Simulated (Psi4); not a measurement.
**[NO2]+ (SMILES O=[N+]=O): HF/def2-TZVPPD**

Aim: the vertical singlet–triplet gap of [NO2]+ at HF/def2-TZVPPD, from 2 runs. 

Program for the calculation: Psi4 1.11.

## 1. Starting point

The species is [NO2]+ (3 atoms), meant as a singlet with charge +1. As SMILES, `O=[N+]=O`. Geometry: relaxed at PBE0-D4/def2-TZVP.

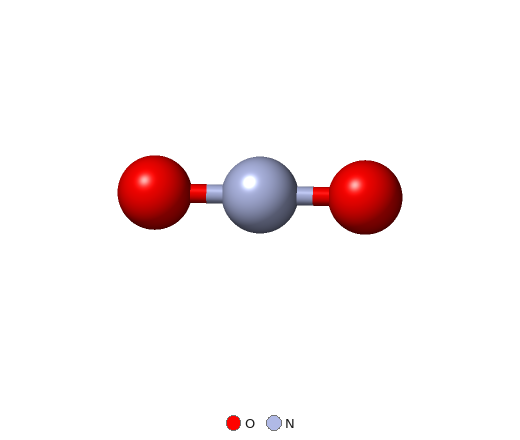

The structure, seen from a chosen angle (oxygen red, nitrogen light blue).

## 2. Energy and forces at HF/def2-TZVPPD

File job.inp:

```
memory 2200 MB

molecule molecule1 {
  1 1
  O     -0.572980     0.927020    -0.209580
  N     -0.000010    -0.000010     0.000000
  O      0.572990    -0.927010     0.209580
  units angstrom
  symmetry c1
  no_reorient
  no_com
}

set basis def2-TZVPPD
set puream true
set e_convergence 1e-09
set d_convergence 1e-08
set scf_type pk

E, wfn = gradient('scf', return_wfn=True)
```

Run with:

```sh
$ psi4 -n 1 job.inp job.out
```

job.out:

```text
[...]
  Running in c1 symmetry.
[...]
  Nuclear repulsion =   68.664162171166467
[...]
  Multiplicity = 1
[...]
  Nalpha       = 11
  Nbeta        = 11
[...]
    Number of basis functions: 117
[...]
   @RHF iter   1:  -203.62692175400483    3.45762e-01   5.31538e-03 DIIS/ADIIS
[...]
   @RHF iter  10:  -203.77760843444702   -8.52367e-11   3.87587e-09 DIIS
[...]
    Orbital Energies [Eh]
    ---------------------
    Doubly Occupied:
       1A    -21.104314     2A    -21.104242     3A    -16.309259
       4A     -2.116108     5A     -1.976786     6A     -1.265976
       7A     -1.201603     8A     -1.201603     9A     -1.179003
      10A     -0.923138    11A     -0.923138
[...]
  @RHF Final Energy:  -203.77760843444702
   => Energetics <=
    Nuclear Repulsion Energy =             68.6641621711664669
    One-Electron Energy =                -406.2731965402635410
    Two-Electron Energy =                 133.8314259346500421
    Total Energy =                       -203.7776084344470178
[...]
 Multipole Moments:
 ------------------------------------------------------------------------------------
     Multipole            Electronic (a.u.)      Nuclear  (a.u.)        Total (a.u.)
 ------------------------------------------------------------------------------------
 L = 1.  Multiply by 2.5417464519 to convert [e a0] to [Debye]
 Dipole X            :         -0.0000194            0.0000189           -0.0000005
 Dipole Y            :         -0.0000502            0.0000189           -0.0000313
 Dipole Z            :          0.0000043            0.0000000            0.0000043
 Magnitude           :                                                    0.0000316
[...]
  -Total Gradient:
     Atom            X                  Y                   Z
    ------   -----------------  -----------------  -----------------
       1       -0.045163338721     0.073078519875    -0.016520752468
       2       -0.000000285632    -0.000019793637     0.000002725658
       3        0.045163624354    -0.073058726237     0.016518026810
[...]
```

It took 15 s on 1 thread of Intel Xeon Platinum 8488C (Sapphire Rapids), shared host; peak memory 0.55 GiB.

## 3. The triplet, same level

File job.dat:

```
memory 2.2 GB

molecule {
  1 3
  O     -0.572980     0.927020    -0.209580
  N     -0.000010    -0.000010     0.000000
  O      0.572990    -0.927010     0.209580
  symmetry c1
}

set globals {
  basis def2-TZVPPD
  reference uhf
  puream true
  e_convergence 1e-09
  d_convergence 1e-08
  scf_type pk
  maxiter 100
}

e_tot, wfn = gradient("scf", return_wfn=True)
oeprop(wfn, "LOWDIN_CHARGES", "WIBERG_LOWDIN_INDICES", "QUADRUPOLE")
print_variables()
```

Run with:

```sh
$ psi4 -i job.dat -o job.out -n 1
```

job.out:

```text
[...]
  Running in c1 symmetry.
[...]
  Nuclear repulsion =   68.664162171166481
[...]
  Multiplicity = 3
[...]
  Nalpha       = 12
  Nbeta        = 10
[...]
    Number of basis functions: 117
[...]
   @UHF iter   1:  -203.47883597248267    4.93848e-01   4.27595e-03 ADIIS/DIIS
[...]
   @UHF iter  17:  -203.61249141718932   -6.62226e-11   1.86777e-09 DIIS
[...]
   @S^2 Observed:                2.019291364E+00
[...]
    Orbital Energies [Eh]
    ---------------------
    Alpha Occupied:
       1A    -21.127476     2A    -21.127436     3A    -16.145478
       4A     -2.122662     5A     -2.000469     6A     -1.312161
       7A     -1.306639     8A     -1.200284     9A     -1.178577
      10A     -1.128661    11A     -0.970417    12A     -0.731097
    Alpha Virtual:
      13A     -0.189315    14A     -0.145839    15A     -0.074080
      16A     -0.070845    17A     -0.061677    18A     -0.033774
      19A     -0.014187    20A     -0.011653    21A      0.035630
      22A      0.079975    23A      0.107667    24A      0.107736
      25A      0.140717    26A      0.247660    27A      0.257817
[...]
  @UHF Final Energy:  -203.61249141718932
   => Energetics <=
    Nuclear Repulsion Energy =             68.6641621711664811
    One-Electron Energy =                -406.5333116680006924
    Two-Electron Energy =                 134.2566580796448932
    Total Energy =                       -203.6124914171893181
  UHF NO Occupations:
  HONO-2 :   10  A 1.9960027
  HONO-1 :   11  A 1.0000000
[...]
  -Total Gradient:
     Atom            X                  Y                   Z
    ------   -----------------  -----------------  -----------------
       1       -0.000011542887    -0.000005642879    -0.165607745840
       2        0.000029248101     0.000011011120    -0.000009817646
       3       -0.000017705214    -0.000005368241     0.165617563485
[...]
 Multipole Moments:
 ------------------------------------------------------------------------------------
     Multipole            Electronic (a.u.)      Nuclear  (a.u.)        Total (a.u.)
 ------------------------------------------------------------------------------------
 L = 1.  Multiply by 2.5417464519 to convert [e a0] to [Debye]
 Dipole X            :          0.0000108            0.0000001            0.0000109
 Dipole Y            :          0.0000096           -0.0000000            0.0000096
 Dipole Z            :          0.0000075            0.0000000            0.0000075
 Magnitude           :                                                    0.0000164
 L = 2.  Multiply by 1.3450342976 to convert [e a0^2] to [Debye ang]
 Quadrupole XX       :         -9.2458937            0.0000000           -9.2458937
 Quadrupole XY       :          0.0441797           -0.0000000            0.0441797
[...]
```

Wall time 14 s (1 thread of Intel Xeon Platinum 8488C (Sapphire Rapids), shared host); peak memory 0.55 GiB.

## 4. Summary of results

Level: HF/def2-TZVPPD.

```
                                        quantity          value
                           singlet: total energy  -203.77761 Eh
                            singlet: HOMO energy      -25.12 eV
                            singlet: LUMO energy       -6.04 eV
                          singlet: HOMO–LUMO gap       19.08 eV
               singlet: largest force on an atom     4.499 eV/Å
                           triplet: total energy  -203.61249 Eh
     triplet: HOMO energy (highest over α and β)      -19.89 eV
      triplet: LUMO energy (lowest over α and β)      -10.12 eV
                                   triplet: ⟨S²⟩          2.019
               triplet: largest force on an atom     8.516 eV/Å
vertical energy of the triplet above the singlet       4.493 eV
```

What this shows: At this shape the triplet lies 4.49 eV (104 kcal/mol) above the singlet. The largest force (singlet) is 4.50 eV/Å: the shape isn't a stationary point for this species at this level.
